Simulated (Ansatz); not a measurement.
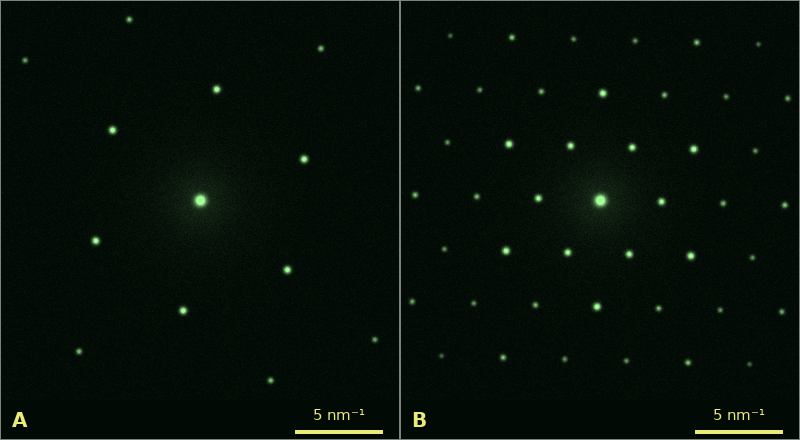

Kinematic electron diffraction patterns (300 kV, B = 0.5 Å², same scale, each along a low-index zone) of two structures of composition GaC, each relaxed at zero pressure with Ansatz, DFT PBE, scalar-relativistic, plane waves, PAW.

The structures (standard cells):
1. P6_3mc (No. 186), a = 3.258 Å, c = 5.615 Å (hexagonal axes), 4 atoms; generated start, possibly hypothetical
2. Fm-3m (No. 225), a = 4.396 Å, 8 atoms; generated start, possibly hypothetical

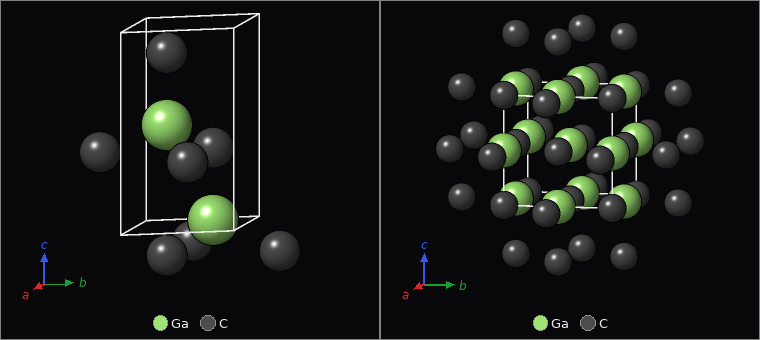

Drawings of the structures 1 to 2, from left to right (each may span several cells).

### Which pattern belongs to which structure, and along which zone?

A is structure 2 along [111] or an equivalent direction: hexagonal net of -2 2 0 at d = 1.55 Å and -2 0 2 at d = 1.55 Å, 60.0° apart. B is structure 1 along [001]: hexagonal net of 1 -1 0 at d = 2.82 Å and 1 0 0 at d = 2.82 Å, 60.0° apart.

### Which structure lies lowest at this level of theory, and by how much?

Structure 1 (P6_3mc, 12.91 Å³ an atom) is the lowest of these; structure 2 (Fm-3m, 10.62 Å³ an atom) lies about 220 meV an atom higher. These are static energies at 0 K; other structures, not shown, may lie lower still.
